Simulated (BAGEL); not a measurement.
# PH (SMILES [PH]) at UHF/cc-pVTZ (density fitting with cc-pvqz-jkfit)

What is the vertical ionisation energy of PH at UHF/cc-pVTZ (density fitting with cc-pvqz-jkfit)? 

The calculation is run with BAGEL 1.2.2.

2 further runs of the same task are left out: 2 set aside as unsound or not needed.

### Step 1. Starting point

The species is PH (2 atoms), meant as a triplet with charge 0. SMILES: `[PH]`. The coordinates come from a PBE0-D4/def2-TZVP relaxation.

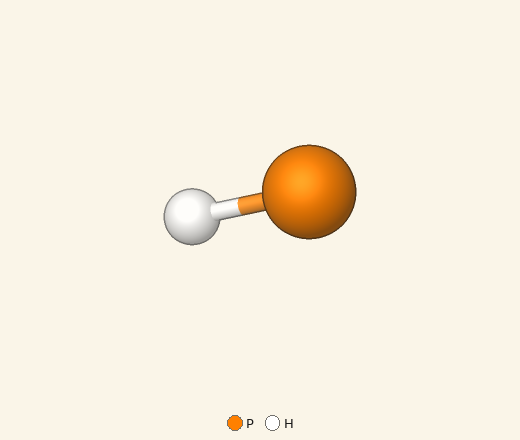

Viewed from a chosen angle; phosphorus orange, hydrogen white.

### Step 2. A single-point energy at UHF/cc-pVTZ (density fitting with cc-pvqz-jkfit)

job.json

```json
{ "bagel": [

{
  "title": "molecule",
  "basis": "cc-pvtz.json",
  "df_basis": "cc-pvqz-jkfit",
  "angstrom": "true",
  "geometry": [
    { "atom": "P", "xyz": [       0.000000,       0.000000,      -0.014610 ] },
    { "atom": "H", "xyz": [       0.000000,       0.000000,       1.413680 ] }
  ]
},

{ "title": "uhf", "nopen": 2 },

{ "title": "print", "file": "orbitals.molden", "orbitals": "true" }

]}
```

The basis set cc-pVTZ is read from a file made from the Basis Set Exchange's data (not shown).

The run is started by

```bash
$ BAGEL_NUM_THREADS=1 BAGEL job.json > job.out
```

The program printed:

```text
* using 1 threads per process

  ===============================================================
  ===============================================================

  *** Geometry ***

  { "atom" : "P", "xyz" : [      0.000000,      0.000000,     -0.027609 ] },
  { "atom" : "H", "xyz" : [      0.000000,      0.000000,      2.671468 ] },

  Number of auxiliary basis functions:      199

  Since a DF basis is specified, we compute 2- and 3-index integrals:
    o Being stored without compression. Storage requirement is 0.004 GB

  Number of basis functions:       48
  Number of electrons      :       16

    * METHOD: MOLECULE                             0.02

  *** Open-shell HF ***

  === Nuclear Repulsion ===
     5.5574555308

      * DIIS with orbital gradients will be used.

  === UHF iteration (cc-pvtz.json) ===
      0       -341.27737204          0.01307125           0.01
      1       -341.29420670          0.00474571           0.01
      2       -341.29687935          0.00172275           0.01
      3       -341.29761689          0.00017180           0.01
      4       -341.29767566          0.00007203           0.01
      5       -341.29769055          0.00002982           0.01
      6       -341.29769497          0.00000863           0.01
      7       -341.29769582          0.00000530           0.01
      8       -341.29769625          0.00000188           0.01
      9       -341.29769629          0.00000055           0.01
     10       -341.29769629          0.00000014           0.01
     11       -341.29769629          0.00000003           0.01
     12       -341.29769629          0.00000000           0.01
    * SCF iteration converged.

    * S^2 (UHF) is 2.0270

    * Permanent dipole moment:
           (    0.000000,     0.000000,    -0.211143) a.u.

    * METHOD: UHF                                  0.11

    * METHOD: PRINT                                0.00

  ===============================================================
```

It took 0.3 s on 1 thread of Arm Neoverse V2, shared host.

### Step 3. The doublet cation, same level

hf.json

```json
{ "bagel": [

{
  "title": "molecule",
  "basis": "cc-pvtz.json",
  "df_basis": "cc-pvqz-jkfit",
  "angstrom": true,
  "geometry": [
    { "atom": "P", "xyz": [       0.000000,       0.000000,      -0.014610 ] },
    { "atom": "H", "xyz": [       0.000000,       0.000000,       1.413680 ] }
  ]
},

{ "title": "uhf", "charge": 1, "nopen": 1 },

{ "title": "print", "file": "orbitals.molden", "orbitals": true }

]}
```

The basis set cc-pVTZ is read from a file made from the Basis Set Exchange's data (not shown).

The run is started by

```bash
$ BAGEL_NUM_THREADS=1 BAGEL hf.json > hf.out
```

The program printed:

```text
* using 1 threads per process

  ===============================================================
  ===============================================================

  *** Geometry ***

  { "atom" : "P", "xyz" : [      0.000000,      0.000000,     -0.027609 ] },
  { "atom" : "H", "xyz" : [      0.000000,      0.000000,      2.671468 ] },

  Number of auxiliary basis functions:      199

  Since a DF basis is specified, we compute 2- and 3-index integrals:
    o Being stored without compression. Storage requirement is 0.004 GB

  Number of basis functions:       48
  Number of electrons      :       16

    * METHOD: MOLECULE                             0.02

  *** Open-shell HF ***

  === Nuclear Repulsion ===
     5.5574555308

      * DIIS with orbital gradients will be used.

  === UHF iteration (cc-pvtz.json) ===
      0       -340.89770019          0.02426592           0.01
      1       -340.93919018          0.00510788           0.01
      2       -340.94210808          0.00161350           0.01
      3       -340.94264832          0.00034606           0.01
      4       -340.94270136          0.00010835           0.01
      5       -340.94271158          0.00002050           0.01
      6       -340.94271273          0.00000432           0.01
      7       -340.94271302          0.00000253           0.01
      8       -340.94271324          0.00000088           0.01
      9       -340.94271327          0.00000019           0.01
     10       -340.94271327          0.00000004           0.01
     11       -340.94271327          0.00000002           0.01
     12       -340.94271327          0.00000001           0.01
    * SCF iteration converged.

    * S^2 (UHF) is 0.7666

    * Permanent dipole moment:
           (    0.000000,     0.000000,    -0.296143) a.u.

    * METHOD: UHF                                  0.10

    * METHOD: PRINT                                0.00

  ===============================================================
```

Wall time 0.28 s (1 thread of Arm Neoverse V2, shared host).

### Step 4. Results

At UHF/cc-pVTZ (density fitting with cc-pvqz-jkfit):

| quantity | value |
| --- | --- |
| triplet PH: total energy | -341.29770 Eh |
| triplet PH: dipole moment | 0.54 D |
| triplet PH: ⟨S²⟩ | 2.027 |
| doublet cation: total energy | -340.94271 Eh |
| doublet cation: ⟨S²⟩ | 0.767 |
| vertical ionisation energy (to the doublet cation) | 9.660 eV |

The vertical ionisation energy comes to 9.66 eV (223 kcal/mol).
